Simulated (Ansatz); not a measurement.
# CH5NSeSi: the cost of one run

All numbers are computed with Ansatz 0.2.0 through its Python package. Level of theory: Hartree-Fock/def2-SVP.

**1. Starting point**

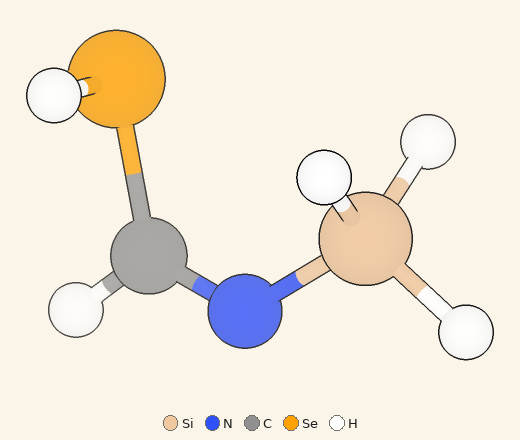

The starting structure, viewed from a chosen angle; silicon light orange, nitrogen blue, carbon grey, selenium orange, hydrogen white.

The script holds or builds the structure itself.

**2. The code**

Input file ch5nsesi_scan.py:

```python
"""Potential curve of CH5NSeSi along one bond."""

import ansatz as az
import matplotlib.pyplot as plt
import numpy as np


def main() -> None:
    geometry_ang = [
        ("Si", [-0.0467, 1.0364, -0.8993]),
        ("N", [-0.2167, -0.7002, -0.8331]),
        ("C", [-0.3057, -1.386, 0.241]),
        ("Se", [-0.1723, -0.5995, 2.022]),
        ("H", [-0.044, 1.4986, -2.3356]),
        ("H", [-1.2697, 1.6972, -0.2618]),
        ("H", [1.1545, 1.5257, -0.2202]),
        ("H", [-0.3025, -2.4502, 0.1774]),
        ("H", [1.2918, -0.6684, 2.0925]),
    ]
    molecule = az.Crystal.molecule()
    for symbol, xyz in geometry_ang:
        molecule = molecule.atom(symbol, xyz)

    symbols = [site.symbol for site in molecule.cartesian_sites]
    start = np.array([site.position_ang for site in molecule.cartesian_sites])
    axis = (start[2] - start[1]) / np.linalg.norm(start[2] - start[1])
    moving = [2, 3, 7, 8]
    lengths, energies = [1.124, 1.175, 1.226, 1.277, 1.329, 1.38, 1.431, 1.507], []
    for length in lengths:
        xyz = start.copy()
        xyz[moving] += (length - np.linalg.norm(start[2] - start[1])) * axis
        point = az.Crystal.molecule()
        for symbol, place in zip(symbols, xyz):
            point = point.atom(symbol, place.tolist())
        setup = (
            point.calculation()
            .basis(gaussian="def2-SVP")
            .functional("hf")
        )
        data = setup.run(threads=1, backend="cpu").report
        energies.append(data["free_energy_ev"])
        print(f"r = {length:6.3f} A  E = {energies[-1]:.5f} eV  <S^2> = {abs(data['mean_field']['state']['spin_squared']):.3f}")

    # quartic fit about the minimum
    fit = np.polynomial.Polynomial.fit(lengths, np.array(energies) - min(energies), 4).convert()
    roots = [r.real for r in fit.deriv().roots() if abs(r.imag) < 1e-9 and fit.deriv(2)(r.real) > 0]
    r_e = min(roots, key=lambda r: abs(r - lengths[int(np.argmin(energies))]))
    print(f"minimum of the fit at {r_e:.4f} A, force constant {fit.deriv(2)(r_e):.2f} eV/A^2")
    plt.figure(figsize=(4.5, 3))
    plt.plot(lengths, np.array(energies) - min(energies), "o-")
    plt.xlabel("bond length (A)")
    plt.ylabel("E - E(min) (eV)")
    plt.tight_layout()
    plt.savefig("scan.png", dpi=100)


if __name__ == "__main__":
    main()
```

**3. Running it**

Started as:

```console
> python ch5nsesi_scan.py
```

**Question.** How long does this script take on 1 thread of Arm Neoverse V2, shared host, and how much memory does it need?

About 11 s, with a peak of 0.3 GiB.
